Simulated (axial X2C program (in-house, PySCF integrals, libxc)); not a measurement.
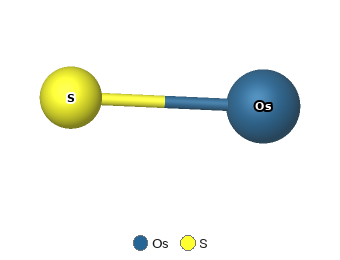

The molecule at the reference distance of 2.055 Å.

# Run report: OsS, relativistic diatomic calculation

System: OsS, single determinant with M_S = 2 and |Λ| = 0.
Method: HF, spin-free X2C-1e, Os dyall-cv3z, S dyall-av3z (cores contracted) (axial X2C program (in-house, PySCF integrals, libxc)).

## Outcome

- outcome: not converged in a step after the SCF shown
- largest ⟨S²⟩ along the curve: 6.25
- hardware: 1 thread of INTEL XEON PLATINUM @ 2.10GHz (Emerald Rapids), 24 GiB of memory available, shared host
- wall time: 7 s
- peak memory: 0.9 GiB

## Diagnosis

The SCF whose log is shown converged, but a later step did not. The run therefore gave no full result. Hartree–Fock lacks correlation, so it usually binds too weakly.

## Input file
```
{"zs": [76, 16], "q": 0, "bas": ["dyall-cv3z", "dyall-av3z"], "levels": ["PBE0", "HF", "BLYP"], "cc": true, "r0": 2.1, "thr": -2.0, "nmax": 90, "npts": 10, "nst": 2, "ntry": 6}
```

The line is the task of a batch: nuclear charges, charge, bases, the levels to run, a first guess of the distance and further settings. This report covers HF without spin-orbit coupling. The log is that of the reference distance 2.055 Å.

Launched within a batch (the task file carries these settings):
```bash
python <driver script> task.json out
```

## The program's output
```
spin-free X2C-1e  HF
basis functions 240  fitting functions 1198  grid points 5077
iter        total energy     max residual
   1     -17648.823916273     1.07e+00
   2     -17648.872108984     1.76e-02
   3     -17648.875930137     1.04e-01
   4     -17648.877695635     3.18e-02
   5     -17648.878392576     1.58e-02
   6     -17648.878819439     2.65e-02
   7     -17648.879071214     1.44e-02
   8     -17648.879189797     1.13e-03
   9     -17648.879220353     3.82e-03
  10     -17648.879228804     2.00e-03
  11     -17648.879232656     4.38e-04
  12     -17648.879234567     1.06e-03
  13     -17648.879235577     6.25e-04
  14     -17648.879235938     7.04e-05
  15     -17648.879236037     1.19e-04
  16     -17648.879236063     8.13e-05
  17     -17648.879236070     1.38e-05
  18     -17648.879236072     1.76e-05
  19     -17648.879236073     1.69e-05
  20     -17648.879236074     5.24e-06
  21     -17648.879236074     7.58e-07
converged
one-electron -24840.72126942  Coulomb 7243.40620748  exact exchange -364.69287899  xc functional 0.00000000  nuclear repulsion 313.12870486
correlated 14  virtual 296  natural virtual 90  E(MP2) -0.399094547  MP2 remainder -0.031608328
iter   CCSD correlation   residual
   1     -0.356511371   1.94e-01
   2     -0.369863015   9.76e-02
   3     -0.375802050   4.40e-02
   4     -0.376986737   2.09e-02
   5     -0.377638849   1.14e-02
   6     -0.377769015   4.40e-03
   7     -0.377796687   1.73e-03
   8     -0.377819376   6.58e-04
   9     -0.377810750   3.22e-04
  10     -0.377815148   1.59e-04
  11     -0.377810741   8.64e-05
  12     -0.377812323   4.54e-05
  13     -0.377811899   2.34e-05
  14     -0.377811701   1.19e-05
  15     -0.377811716   5.47e-06
(T) -0.02214362344678922  T1 0.0603  D1 0.1248  max T2 0.062
```

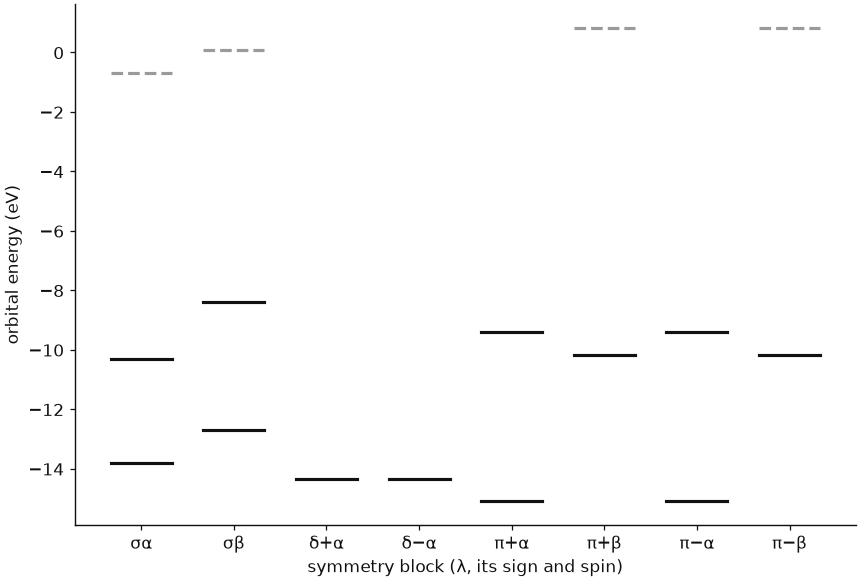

Orbital energies near the frontier at 2.06 Å, filled (solid) and empty (dashed); a label such as π−α means λ = −1 and α spin. The highest filled orbital (σβ; 36 % Os s, 36 % Os d) lies at −8.39 eV, the lowest empty one (σα; 49 % Os p, 20 % S p) at −0.68 eV.
